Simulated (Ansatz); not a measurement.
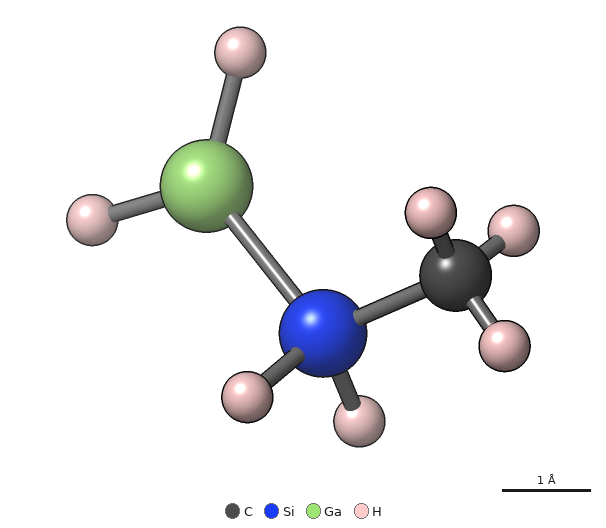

Every bond is drawn as one stick, whatever its order.

The computed structure is the end point of a PBE0-D4/def2-TZVP optimisation.

**What is the molecular formula?**

CH₇GaSi, 10 atoms: 1 carbon, 7 hydrogen, 1 gallium and 1 silicon.

**Name some functional groups or characteristic bonds that it holds.**

Among them: Si–H bond.

The parts below concern this one geometry. Atoms keep their numbers from picture to picture.

### Shape

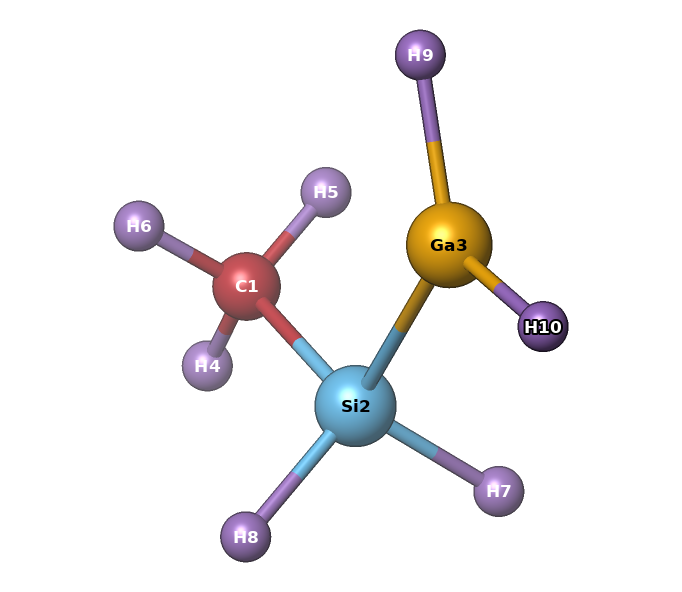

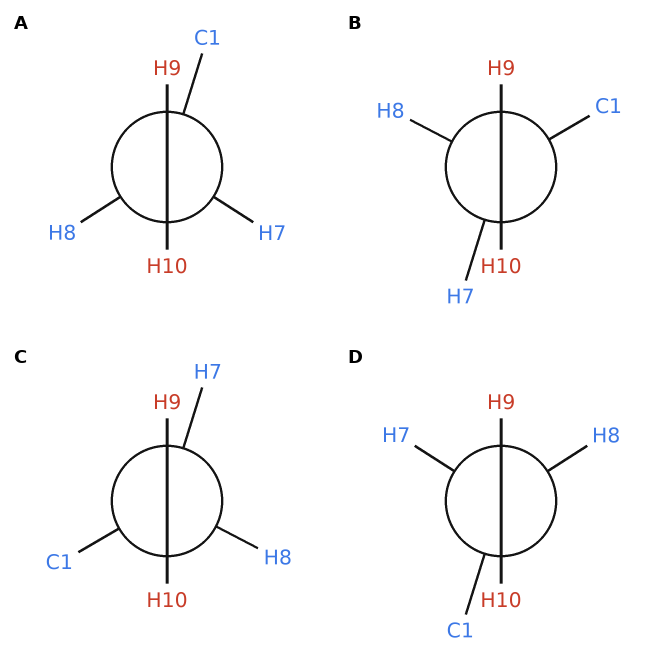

Atoms fade into the background with distance from the viewer. Bonds that would overlap in a projection are set slightly apart.

**Which Newman projection shows the view along Ga3–Si2, with Ga3 in front?**

A. The torsion angle H9–Ga3–Si2–C1 is 0°, synperiplanar (eclipsed).

### Vibrations

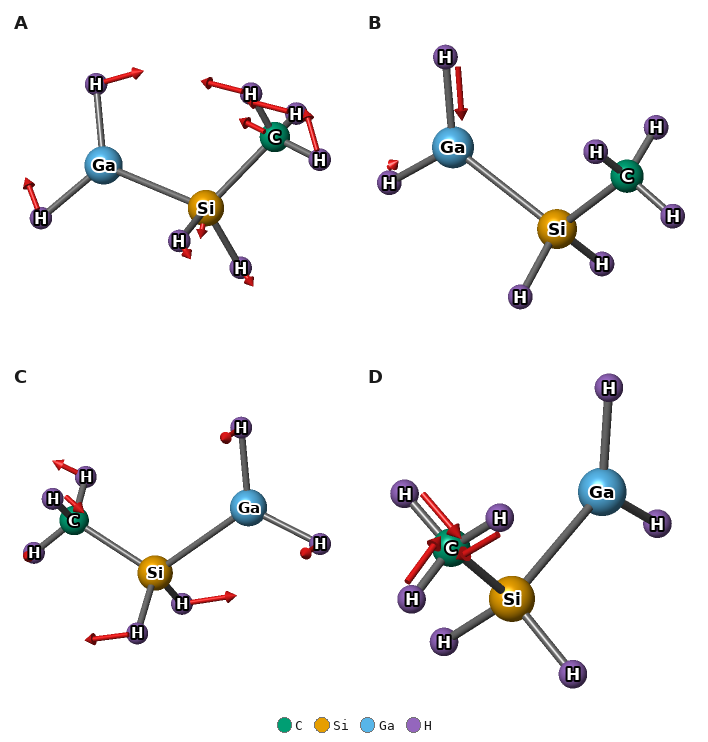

4 normal modes of one molecule or complex, as arrows. Harmonic vibrations computed with RKS PBE0-D4/def2-TZVP (Ansatz 0.2.0) at a stationary point of the same level.

**Match the panels to the wavenumbers 126 cm⁻¹, 631 cm⁻¹, 1936 cm⁻¹, 3053 cm⁻¹.**

A: 126 cm⁻¹
B: 1936 cm⁻¹, Ga–H stretching
C: 631 cm⁻¹, angle bending
D: 3053 cm⁻¹, in-phase stretching of 3 C–H bonds

### Electronic properties

Method: RKS revPBE-D4/def2-TZVPP (Ansatz 0.2.0).

What does the calculation give?

- HOMO energy (Kohn–Sham orbital): −6.21 eV
- LUMO energy (Kohn–Sham orbital): −2.68 eV
- HOMO–LUMO gap: 3.53 eV
- dispersion correction: −50.6 kJ/mol

### Dipole moment

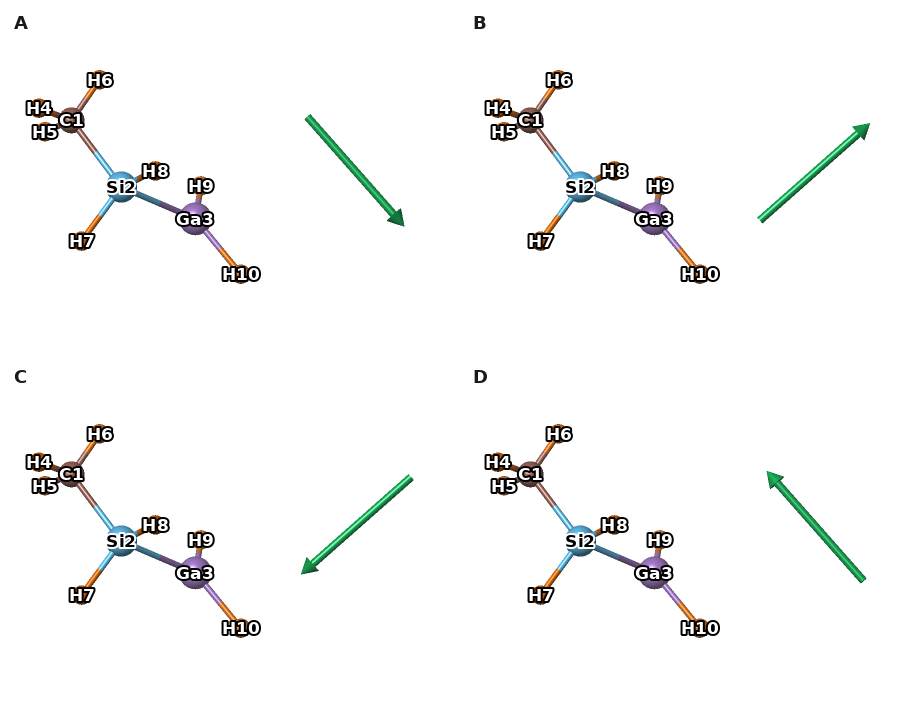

The same molecule four times, each with an arrow. Properties computed with RKS PBE0-D4/def2-TZVP (Ansatz 0.2.0).

**Which arrow points along the dipole moment, from the negative to the positive end?**

D. The dipole moment is 0.93 D; it points from the side of H10 to the side of H4 (the outermost atoms at the two ends).
